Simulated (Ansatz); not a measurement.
## Profile along the Cu–Cu line in Cu (fcc, Cu type)

Cu (fcc, Cu type), conventional cell a = 3.579 Å, b = 3.579 Å, c = 3.579 Å, α = 90.00°, β = 90.00°, γ = 90.00°. The calculation uses the primitive cell of 1 atom, to which meshes and values per cell refer.

Fields along a shortest Cu–Cu line of a {100} plane (2.53 Å), from Cu to Cu, interpolated on the slice's grid (step about 0.1 Å). Computed with r2SCAN (plane waves to 500 eV, PAW, scalar-relativistic; Ansatz, a quantum-chemistry and plane-wave program). k mesh 22×22×22. These are valence fields of a PAW run, semicore shells included where kept as valence: close to a nucleus they are smooth pseudo fields. Cu is run without spin polarisation. Cu was relaxed with its symmetry unable to fall. The PAW data are Ansatz's earlier set.

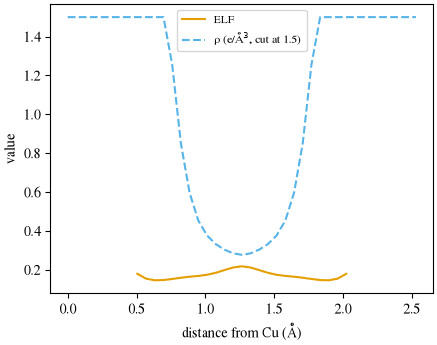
ELF (away from the nuclei) and valence density from Cu to Cu.

Density on the Cu–Cu line (2.53 Å) at its midpoint: 0.28 e/Å³. ELF at that point: 0.22.
